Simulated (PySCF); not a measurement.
```xyz
11

O    -1.912    0.697   -0.595
C    -1.110   -0.311   -0.038
C     0.342   -0.186   -0.440
C     1.316    0.633    0.368
C     1.457   -0.655    0.448
H    -1.526    1.543   -0.342
H    -1.174   -0.338    1.070
H    -1.520   -1.266   -0.407
H     0.478   -0.230   -1.535
H     1.654    1.629    0.640
H     1.995   -1.518    0.832
```

### Where will the first 5 clear peaks of this molecule's radial distribution curve from gas electron diffraction lie, and which pairs make them?

Peak 1, 1.09 Å: O–H 0.96 Å, C–H 1.09–1.11 Å (×5), not resolved
Peak 2, 1.48 Å: O–C 1.40 Å, C–C 1.50–1.51 Å (×3), not resolved; in its flanks C–C 1.30 Å
Peak 3, 2.58 Å: O···C 2.43 Å, C···H 2.47–2.76 Å (×5), C···C 2.63 Å (×2), not resolved; in its flanks C···H 1.92–2.30 Å
Peak 4, 3.39 Å: C···H 3.16–3.50 Å (×4), O···C 3.37 Å, not resolved
Peak 5, 3.78 Å: O···C 3.78 Å, C···H 3.79 Å, O···H 3.89 Å, not resolved

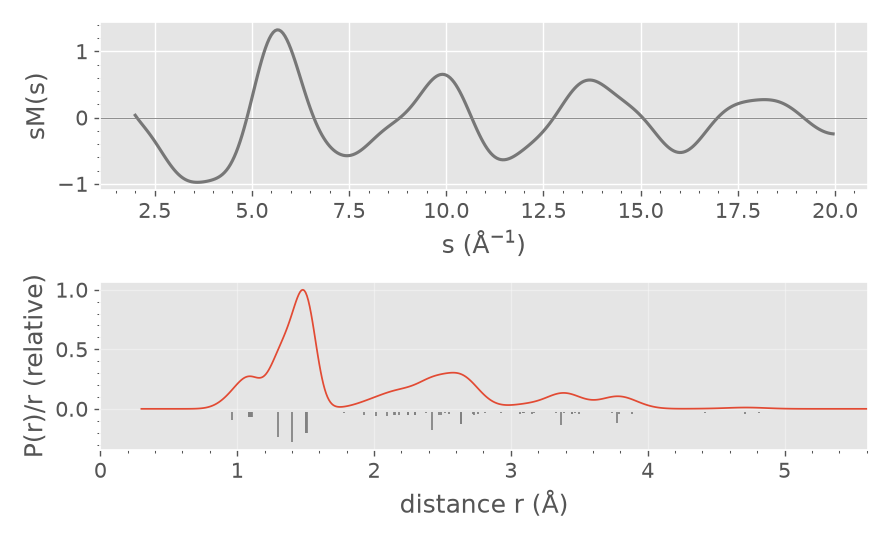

Simulated gas electron diffraction: reduced molecular intensity sM(s) from the Debye equation in the first Born approximation (top) and the radial distribution curve (bottom) of C₄H₆O. Each pair of atoms contributes with weight ZᵢZⱼ/r (bars below the curve); damping constant 0.0015 Å²; vibrational amplitudes assumed, not computed: 0.05 Å for bonds, 0.078 Å for bonds to H, 0.06 + 0.015 r up to 0.15 Å for other pairs. The geometry is the end point of an optimisation (PBE0-D3(BJ)/def2-SVP geometry optimisation, gas phase in PySCF 2.14.0, density-fitted response routines); it may be a saddle point or a higher isomer.
